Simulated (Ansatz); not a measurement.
**Ge₂C (singlet): wave-function methods side by side, cc-pVDZ**

How much of the correlation energy of Ge₂C (singlet) does each wave-function method recover here?

The runs use Ansatz 0.2.0, Gaussian basis; cc-pVDZ, core rule «outside noble gas», up to 29 orbitals frozen.

To be run: UHF; CCSD(T) on RHF; CCSD(T) on UHF; BCCD(T) on RHF; CISD; CCSDT(Q) on RHF; CCSDT(Q) on UHF; CASSCF and MRCISD+Q, 8 electrons in 8 orbitals; CASSCF and NEVPT2, 8 electrons in 8 orbitals.

24 further runs of the same task are left out: 1 for a known fault of the program, 14 that didn't finish, 9 set aside as unsound or not needed. Runs told in other sessions of the task aren't counted.

## 1. The system

The geometry is a PBE0/def2-TZVP stationary point (not a proven minimum) of the parent state, kept for this charge and spin. No spin-orbit coupling is included. The filled d shell of Ge may be among the frozen orbitals whatever the setting's name suggests.

3 atoms, charge 0, spin multiplicity 1.

Atoms are counted from 1 here; the program's logs count them from 0.

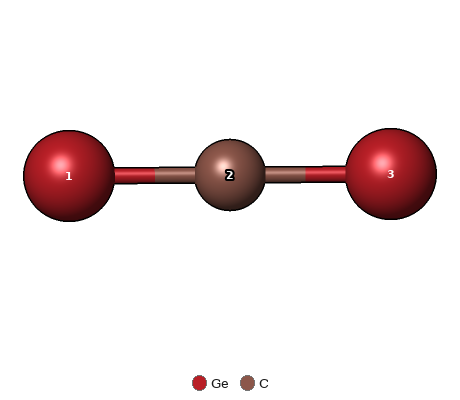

The geometry (germanium red, carbon brown); atoms are numbered from 1 in the order of the file.

In the tables R marks a restricted determinant and U an unrestricted one; 'frontier' is the active space of 8 electrons in 8 orbitals; energies count from the table's Hartree-Fock row.

## 2. UHF

Input file in.yaml:

```yaml
crystal:
  periodic: [false, false, false]
  atoms:
    - {symbol: Ge, position_ang: [0.000000, 0.000000, 1.852600]}
    - {symbol: C, position_ang: [0.000000, 0.000000, 0.000000]}
    - {symbol: Ge, position_ang: [0.000000, 0.000000, -1.852600]}
basis:
  gaussian: {orbitals: cc-pVDZ}
magnetization: {spin_polarized: true, initial_magnetization: 0}
hamiltonian: {xc: hf}
output: {orbitals: {seedname: orbitals}}
```

On the command line:

```bash
ansatz run in.yaml --threads 1 --pin off --events-out ev --progress --plain --max-ram 2393MiB
```

Standard output:

```text
Functional definition: HF
  name "HF"
  cite "Fock, Z. Phys. 61, 126 (1930) doi:10.1007/BF01340294"
  parent pbe
  exchange = exact_x
  correlation = 0
791 factors; integrals over basis functions are off by at most 7.1e-4 eV
mean field evaluation 1: about -113969.8067 eV, gradient 2.5e1 eV
mean field evaluation 2: about -113969.8125 eV, gradient 2.5e1 eV
mean field evaluation 4: about -113973.3128 eV, gradient 2.1e0 eV
mean field evaluation 8: about -113973.3585 eV, gradient 6.3e-4 eV
mean field evaluation 16: about -113973.3769 eV, gradient 8.0e-4 eV
mean field evaluation 32: about -113973.2121 eV, gradient 9.7e-1 eV
mean field evaluation 64: about -113973.3631 eV, gradient 9.6e-2 eV
mean field evaluation 96: about -113973.3403 eV, gradient 2.8e-1 eV
mean field evaluation 128: about -113973.3102 eV, gradient 3.5e-1 eV
mean field evaluation 160: about -113973.1211 eV, gradient 1.7e0 eV
mean field evaluation 192: about -113973.3266 eV, gradient 3.7e-5 eV
mean field evaluation 224: about -113973.3585 eV, gradient 9.2e-4 eV
mean field -113973.37693668 eV, -4188.4443484935 hartree, gradient 2.3e-5 eV, S^2 0.248149; 8 other end points of the search recorded, 0 dependent functions left out
reference -113973.37693668 eV, -4188.4443484935 hartree; 35, 35 occupied and 33, 33 virtual orbitals, 791 factors
Total energy: -113973.37693668 eV, -4188.4443484935 hartree
```

Wall time 16 s (1 thread of Arm Neoverse V1, shared host).

From the report: ⟨S²⟩ of the determinant 0.248 (pure singlet: 0.00).

The unrestricted solution breaks the spin symmetry, so the restricted determinant is unstable here.

## 3. CCSD(T) on RHF

in.yaml: that of step 2 with these lines changed.

```diff
@@ -8,4 +8,3 @@
   gaussian: {orbitals: cc-pVDZ}
-magnetization: {spin_polarized: true, initial_magnetization: 0}
-hamiltonian: {xc: hf}
-output: {orbitals: {seedname: orbitals}}
+magnetization: {spin_polarized: false}
+correlation: {method: ccsd_t, electrons: outside_noble_gas}
```

Same command.

Standard output, shortened:

```text
Functional definition: HF
  name "HF"
  cite "Fock, Z. Phys. 61, 126 (1930) doi:10.1007/BF01340294"
  parent pbe
[...]
791 factors; integrals over basis functions are off by at most 7.1e-4 eV
[...]
mean field -113973.35850015 eV, -4188.4436709635 hartree, gradient 2.1e-6 eV, S^2 0.000000; 0 other end points of the search recorded, 0 dependent functions left out; unrestricted orbitals would lower it
29 core orbitals not correlated: weight in the atoms' cores, before any rotation towards them, 0.999 or more for the frozen orbitals, at most 0.001 for the correlated occupied ones
reference -113973.35850015 eV, -4188.4436709635 hartree; 6, 6 occupied and 33, 33 virtual orbitals, 791 factors
second order -7.83590602 eV of doubles, -0.00000000 eV of singles
cycle   1  -7.60059563 eV  change    2.4e-1 eV  update   1.4e-1
[...]
cycle  10  -8.13450231 eV  change    4.3e-6 eV  update   3.2e-6
perturbative correction -0.65015933 eV, -0.0238929145 hartree
Total energy: -113982.14316179 eV, -4188.7665013241 hartree
```

Run time: 3.2 s. Hardware: 1 thread of Arm Neoverse V1, shared host.

From the report: correlation -8.7847 eV; T1 0.022; largest double amplitude 0.08.

## 4. CCSD(T) on UHF

in.yaml: that of step 3 with these lines changed.

```diff
@@ -8,3 +8,3 @@
   gaussian: {orbitals: cc-pVDZ}
-magnetization: {spin_polarized: false}
+magnetization: {spin_polarized: true, initial_magnetization: 0}
 correlation: {method: ccsd_t, electrons: outside_noble_gas}
```

Launched as before.

Standard output, shortened:

```text
Functional definition: HF
  name "HF"
  cite "Fock, Z. Phys. 61, 126 (1930) doi:10.1007/BF01340294"
  parent pbe
[...]
791 factors; integrals over basis functions are off by at most 7.1e-4 eV
[...]
mean field -113973.37693668 eV, -4188.4443484935 hartree, gradient 2.2e-6 eV, S^2 0.248148; 25 other end points of the search recorded, 0 dependent functions left out
determinant -113973.37693668 eV, -4188.4443484935 hartree, with singles and doubles -113981.48126104 eV, -4188.7421769202 hartree
determinant -113973.32658847 eV, -4188.4424982307 hartree, with singles and doubles -113981.47144594 eV, -4188.7418162222 hartree
determinant -113973.32163840 eV, -4188.4423163191 hartree, with singles and doubles -113981.48526467 eV, -4188.7423240510 hartree
determinant -113972.83352859 eV, -4188.4243786143 hartree, with singles and doubles -113979.66409592 eV, -4188.6753973338 hartree
[...]
determinant -113973.32658847 eV, -4188.4424982307 hartree, with singles and doubles -113981.47385060 eV, -4188.7419045918 hartree
determinant -113973.32163840 eV, -4188.4423163191 hartree, with singles and doubles -113981.48446580 eV, -4188.7422946932 hartree
determinant -113973.35850015 eV, -4188.4436709635 hartree, with singles and doubles -113981.49354319 eV, -4188.7426282809 hartree
determinant -113973.35850015 eV, -4188.4436709635 hartree, with singles and doubles -113981.49300300 eV, -4188.7426084296 hartree
29 core orbitals not correlated: weight in the atoms' cores, before any rotation towards them, 0.999 or more for the frozen orbitals, at most 0.001 for the correlated occupied ones
reference -113973.35850015 eV, -4188.4436709635 hartree; 6, 6 occupied and 33, 33 virtual orbitals, 791 factors
second order -7.83590595 eV of doubles, -0.00000000 eV of singles
cycle   1  -8.13450165 eV  change    1.2e-6 eV  update   1.7e-6
perturbative correction -0.65015930 eV, -0.0238929137 hartree
Total energy: -113982.14316110 eV, -4188.7665012990 hartree
```

Run time: 88 s. Hardware: 1 thread of Arm Neoverse V1, shared host.

From the report: ⟨S²⟩ of the determinant 0.000 (pure singlet: 0.00); correlation -8.7847 eV; T1 0.022; largest double amplitude 0.08.

## 5. BCCD(T) on RHF

in.yaml: that of step 4 with these lines changed.

```diff
@@ -8,3 +8,3 @@
   gaussian: {orbitals: cc-pVDZ}
-magnetization: {spin_polarized: true, initial_magnetization: 0}
-correlation: {method: ccsd_t, electrons: outside_noble_gas}
+magnetization: {spin_polarized: false}
+correlation: {method: bccd_t, electrons: outside_noble_gas}
```

The command is unchanged.

Standard output, shortened:

```text
Functional definition: HF
  name "HF"
  cite "Fock, Z. Phys. 61, 126 (1930) doi:10.1007/BF01340294"
  parent pbe
[...]
791 factors; integrals over basis functions are off by at most 7.1e-4 eV
[...]
mean field -113973.35850015 eV, -4188.4436709635 hartree, gradient 2.1e-6 eV, S^2 0.000000; 0 other end points of the search recorded, 0 dependent functions left out; unrestricted orbitals would lower it
29 core orbitals not correlated: weight in the atoms' cores, before any rotation towards them, 0.999 or more for the frozen orbitals, at most 0.001 for the correlated occupied ones
reference -113973.35850015 eV, -4188.4436709635 hartree; 6, 6 occupied and 33, 33 virtual orbitals, 791 factors
second order -7.83590602 eV of doubles, -0.00000000 eV of singles
cycle   1  -7.60448445 eV  change    2.3e-1 eV  update   1.4e-1
[...]
cycle  11  -8.10025181 eV  change   -7.1e-7 eV  update   2.0e-6
perturbative correction -0.69387580 eV, -0.0254994653 hartree
Total energy: -113982.15262777 eV, -4188.7668491925 hartree
```

Wall time 3.3 s (1 thread of Arm Neoverse V1, shared host).

From the report: correlation -8.7941 eV; largest double amplitude 0.08.

## 6. CISD

in.yaml: that of step 5 with these lines changed.

```diff
@@ -8,3 +8,2 @@
   gaussian: {orbitals: cc-pVDZ}
-magnetization: {spin_polarized: false}
-correlation: {method: bccd_t, electrons: outside_noble_gas}
+correlation: {active_space: {ras: {orbitals: [6, 0, 33], electrons: 12, max_holes: 2, max_particles: 2}, fixed_orbitals: true}}
```

The command is unchanged.

Standard output:

```text
Functional definition: HF
  name "HF"
  cite "Fock, Z. Phys. 61, 126 (1930) doi:10.1007/BF01340294"
  parent pbe
  exchange = exact_x
  correlation = 0
791 factors; integrals over basis functions are off by at most 7.1e-4 eV
mean field evaluation 1: about -113969.7990 eV, gradient 3.5e1 eV
mean field evaluation 2: about -113969.8242 eV, gradient 3.5e1 eV
mean field evaluation 4: about -113973.3095 eV, gradient 3.0e0 eV
mean field evaluation 8: about -113973.3585 eV, gradient 5.3e-2 eV
mean field -113973.35850015 eV, -4188.4436709635 hartree, gradient 2.1e-6 eV, S^2 0.000000; 0 other end points of the search recorded, 0 dependent functions left out
reference -113973.35850015 eV, -4188.4436709635 hartree; 35, 35 occupied and 33, 33 virtual orbitals, 791 factors
state -113980.53430129 eV, -4188.7073767915 hartree
Total energy: -113980.53430129 eV, -4188.7073767915 hartree
```

It took 2.7 s on 1 thread of Arm Neoverse V1, shared host.

From the report: 7,591 determinants.

## 7. CCSDT(Q) on RHF

in.yaml: that of step 6 with these lines changed.

```diff
@@ -8,2 +8,3 @@
   gaussian: {orbitals: cc-pVDZ}
-correlation: {active_space: {ras: {orbitals: [6, 0, 33], electrons: 12, max_holes: 2, max_particles: 2}, fixed_orbitals: true}}
+magnetization: {spin_polarized: false}
+correlation: {method: ccsdt_q, electrons: outside_noble_gas}
```

Launched as before.

Standard output, shortened:

```text
Functional definition: HF
  name "HF"
  cite "Fock, Z. Phys. 61, 126 (1930) doi:10.1007/BF01340294"
  parent pbe
[...]
1314 factors; integrals over basis functions are off by at most 1.1e-7 eV
[...]
mean field -113973.35867281 eV, -4188.4436773087 hartree, gradient 2.4e-6 eV, S^2 0.000000; 0 other end points of the search recorded, 0 dependent functions left out; unrestricted orbitals would lower it
29 core orbitals not correlated: weight in the atoms' cores, before any rotation towards them, 0.999 or more for the frozen orbitals, at most 0.001 for the correlated occupied ones
reference -113973.35867281 eV, -4188.4436773087 hartree; 6, 6 occupied and 33, 33 virtual orbitals, 1314 factors
second order -7.83592322 eV of doubles, -0.00000000 eV of singles
cycle   1  -7.60060250 eV  change    2.4e-1 eV  update   1.7e-1
[...]
cycle  16  -8.79462136 eV  change    2.9e-7 eV  update   6.5e-7
perturbative correction -0.08380926 eV, -0.0030799337 hartree
Total energy: -113982.23710344 eV, -4188.7699536161 hartree
```

Wall time 12 s (1 thread of Arm Neoverse V1, shared host).

From the report: correlation -8.8784 eV; T1 0.025; largest double amplitude 0.11.

## 8. CCSDT(Q) on UHF

in.yaml: that of step 7 with these lines changed.

```diff
@@ -8,3 +8,3 @@
   gaussian: {orbitals: cc-pVDZ}
-magnetization: {spin_polarized: false}
+magnetization: {spin_polarized: true, initial_magnetization: 0}
 correlation: {method: ccsdt_q, electrons: outside_noble_gas}
```

The command is unchanged.

Standard output, shortened:

```text
Functional definition: HF
  name "HF"
  cite "Fock, Z. Phys. 61, 126 (1930) doi:10.1007/BF01340294"
  parent pbe
[...]
1314 factors; integrals over basis functions are off by at most 1.1e-7 eV
[...]
mean field -113973.37710922 eV, -4188.4443548341 hartree, gradient 1.9e-6 eV, S^2 0.248147; 25 other end points of the search recorded, 0 dependent functions left out
determinant -113973.37710922 eV, -4188.4443548341 hartree, with singles and doubles -113981.48144137 eV, -4188.7421835474 hartree
determinant -113973.32676155 eV, -4188.4425045913 hartree, with singles and doubles -113981.47162678 eV, -4188.7418228677 hartree
determinant -113973.32181140 eV, -4188.4423226766 hartree, with singles and doubles -113981.48544492 eV, -4188.7423306750 hartree
determinant -113972.83370332 eV, -4188.4243850357 hartree, with singles and doubles -113979.66428173 eV, -4188.6754041623 hartree
[...]
determinant -113973.32181140 eV, -4188.4423226766 hartree, with singles and doubles -113981.48464598 eV, -4188.7423013144 hartree
determinant -113973.35867281 eV, -4188.4436773087 hartree, with singles and doubles -113981.49372386 eV, -4188.7426349204 hartree
determinant -113973.35867281 eV, -4188.4436773087 hartree, with singles and doubles -113981.49318364 eV, -4188.7426150678 hartree
29 core orbitals not correlated: weight in the atoms' cores, before any rotation towards them, 0.999 or more for the frozen orbitals, at most 0.001 for the correlated occupied ones
reference -113973.35867281 eV, -4188.4436773087 hartree; 6, 6 occupied and 33, 33 virtual orbitals, 1314 factors
second order -7.83592310 eV of doubles, -0.00000000 eV of singles
cycle   1  -7.60060259 eV  change    2.4e-1 eV  update   1.7e-1
[...]
cycle  15  -8.79462171 eV  change   -4.2e-7 eV  update   1.3e-6
perturbative correction -0.08380926 eV, -0.0030799334 hartree
Total energy: -113982.23710377 eV, -4188.7699536285 hartree
```

Run time: 2.3 min. Hardware: 1 thread of Arm Neoverse V1, shared host; peak memory 0.47 GiB.

From the report: ⟨S²⟩ of the determinant 0.000 (pure singlet: 0.00); correlation -8.8784 eV; T1 0.025; largest double amplitude 0.11.

## 9. CASSCF and MRCISD+Q, 8 electrons in 8 orbitals

in.yaml: that of step 8 with these lines changed.

```diff
@@ -8,3 +8,2 @@
   gaussian: {orbitals: cc-pVDZ}
-magnetization: {spin_polarized: true, initial_magnetization: 0}
-correlation: {method: ccsdt_q, electrons: outside_noble_gas}
+correlation: {method: fic_mrcisd_q, electrons: outside_noble_gas, active_space: {window: {electrons: 8, orbitals: 8}}}
```

Launched as before.

Standard output, shortened:

```text
Functional definition: HF
  name "HF"
  cite "Fock, Z. Phys. 61, 126 (1930) doi:10.1007/BF01340294"
  parent pbe
[...]
791 factors; integrals over basis functions are off by at most 7.1e-4 eV
[...]
mean field -113973.35850015 eV, -4188.4436709635 hartree, gradient 2.1e-6 eV, S^2 0.000000; 0 other end points of the search recorded, 0 dependent functions left out; unrestricted orbitals would lower it
reference -113973.35850015 eV, -4188.4436709635 hartree; 35, 35 occupied and 33, 33 virtual orbitals, 791 factors
state -113975.85323580 eV, -4188.5353508076 hartree
contracted CI cycle   1: correlation 0.00000000 eV, 0.0000000000 hartree, residual 1.78e1 eV
contracted CI cycle   2: correlation -5.32670114 eV, -0.1957526563 hartree, residual 3.68e0 eV
contracted CI cycle   3: correlation -5.58747715 eV, -0.2053359979 hartree, residual 1.00e0 eV
contracted CI cycle   4: correlation -5.60617084 eV, -0.2060229785 hartree, residual 2.97e-1 eV
contracted CI cycle   5: correlation -5.60784682 eV, -0.2060845694 hartree, residual 9.43e-2 eV
contracted CI cycle   6: correlation -5.60801571 eV, -0.2060907762 hartree, residual 3.00e-2 eV
contracted CI cycle   7: correlation -5.60803238 eV, -0.2060913889 hartree, residual 8.65e-3 eV
contracted CI cycle   8: correlation -5.60803387 eV, -0.2060914434 hartree, residual 2.87e-3 eV
contracted CI cycle   9: correlation -5.60803405 eV, -0.2060914502 hartree, residual 1.03e-3 eV
state -113975.85323580 eV, -4188.5353508076 hartree; corrected -113982.13141589 eV, -4188.7660696704 hartree
Total energy: -113982.13141589 eV, -4188.7660696704 hartree
```

Run time: 10 s. Hardware: 1 thread of Arm Neoverse V1, shared host.

From the report: 634 determinants; active occupations 1.97, 1.97, 1.87, 1.87, 0.10, 0.10, 0.07, 0.07.

## 10. CASSCF and NEVPT2, 8 electrons in 8 orbitals

in.yaml: that of step 9 with these lines changed.

```diff
@@ -8,2 +8,2 @@
   gaussian: {orbitals: cc-pVDZ}
-correlation: {method: fic_mrcisd_q, electrons: outside_noble_gas, active_space: {window: {electrons: 8, orbitals: 8}}}
+correlation: {method: sc_nevpt2, electrons: outside_noble_gas, active_space: {window: {electrons: 8, orbitals: 8}}}
```

Launched as before.

Standard output:

```text
Functional definition: HF
  name "HF"
  cite "Fock, Z. Phys. 61, 126 (1930) doi:10.1007/BF01340294"
  parent pbe
  exchange = exact_x
  correlation = 0
791 factors; integrals over basis functions are off by at most 7.1e-4 eV
mean field evaluation 1: about -113969.7990 eV, gradient 3.5e1 eV
mean field evaluation 2: about -113969.8242 eV, gradient 3.5e1 eV
mean field evaluation 4: about -113973.3095 eV, gradient 3.0e0 eV
mean field evaluation 8: about -113973.3585 eV, gradient 5.3e-2 eV
mean field -113973.35850015 eV, -4188.4436709635 hartree, gradient 2.1e-6 eV, S^2 0.000000; 0 other end points of the search recorded, 0 dependent functions left out; unrestricted orbitals would lower it
reference -113973.35850015 eV, -4188.4436709635 hartree; 35, 35 occupied and 33, 33 virtual orbitals, 791 factors
state -113975.85323580 eV, -4188.5353508076 hartree
state -113975.85323580 eV, -4188.5353508076 hartree; corrected -113981.23109206 eV, -4188.7329833798 hartree
Total energy: -113981.23109206 eV, -4188.7329833798 hartree
```

Wall time 8.5 s (1 thread of Arm Neoverse V1, shared host).

From the report: 634 determinants; active occupations 1.97, 1.97, 1.87, 1.87, 0.10, 0.10, 0.07, 0.07.

## 11. All levels against the top one

No level here is safe as a reference; RCCSDT(Q) serves as a yardstick only. Rows without a time are mean-field rows or come out of runs for another level: lower rungs of the coupled-cluster runs, CASSCF and MRCISD of the multireference runs, or the Hartree-Fock search.

```
           method  energy from the lowest RHF (meV)  from RCCSDT(Q) (meV)   time
              RHF                               0.0               +8878.6       
              UHF                             -18.4               +8860.2   16 s
             RMP2                           -7835.9               +1042.7       
             CISD                           -7175.8               +1702.8  2.7 s
            RCCSD                           -8134.5                +744.1       
         RCCSD(T)                           -8784.7                 +93.9  3.2 s
          BCCD(T)                           -8794.1                 +84.5  3.3 s
           RCCSDT                           -8794.8                 +83.8       
        RCCSDT(Q)                           -8878.6                     0   12 s
  CASSCF frontier                           -2494.7               +6383.9       
  NEVPT2 frontier                           -7872.6               +1006.0  8.5 s
  MRCISD frontier                           -8102.8                +775.8       
MRCISD+Q frontier                           -8772.9                +105.7   10 s
```

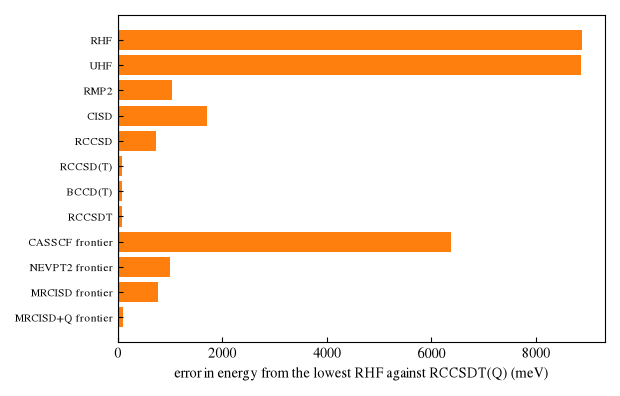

Deviations from RCCSDT(Q), method by method.

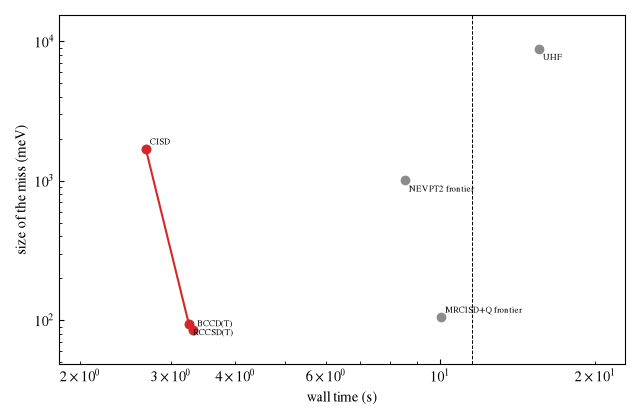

Accuracy for the time spent; red marks the levels that beat every quicker one drawn (of those quicker than the yardstick), and the dashed line is the time of RCCSDT(Q). Times are from a shared host.

Not comparable, so not listed: CCSD(T) on UHF; CCSDT(Q) on UHF (they don't share determinant, frozen orbitals or solution with the rows shown, or repeat one).

## 12. Summary of results

| quantity | value |
| --- | --- |
| RCCSDT(Q) from the RHF energy | -8.8786 eV |
| RMP2 from RCCSDT(Q) | +1042.7 meV |
| RCCSD from RCCSDT(Q) | +744.1 meV |
| RCCSD(T) from RCCSDT(Q) | +93.9 meV |
| NEVPT2 frontier from RCCSDT(Q) | +1006.0 meV |
| MRCISD+Q frontier from RCCSDT(Q) | +105.7 meV |
| T1 diagnostic | 0.022 |

**Reading.** RCCSD(T) lands +93.9 meV from the yardstick (1.1 % of the correlation energy). Warnings: restricted reference is unstable; spin contamination; large T1 diagnostic.
